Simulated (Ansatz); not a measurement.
**A computed series for PtTe2: thickness series**

Consider PtTe2 (space group P-3m1, No. 164; a = 4.0523 Å, c = 5.0964 Å; layered).

Free-standing slabs (3 atom(s) a layer) normal to the stacking axis with 15 Å of vacuum; in-plane cell relaxed.

Computed with Ansatz (a quantum-chemistry and plane-wave program) PBE-D3(BJ), without spin-orbit coupling.

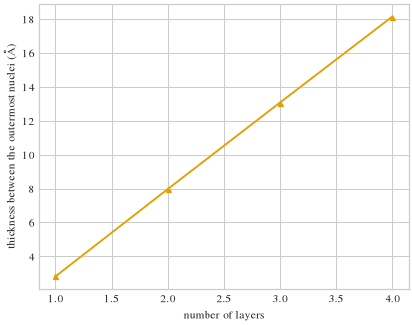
*Thickness between the outermost nuclei against number of layers*

```json
[
 {"number of layers": "1", "thickness between the outermost nuclei": "2.82 Å"},
 {"number of layers": "2", "thickness between the outermost nuclei": "7.97 Å"},
 {"number of layers": "3", "thickness between the outermost nuclei": "13.07 Å"},
 {"number of layers": "4", "thickness between the outermost nuclei": "18.14 Å"}
]
```

Whether these cells are dynamically stable was not tested. The final runs are not spin-polarised.
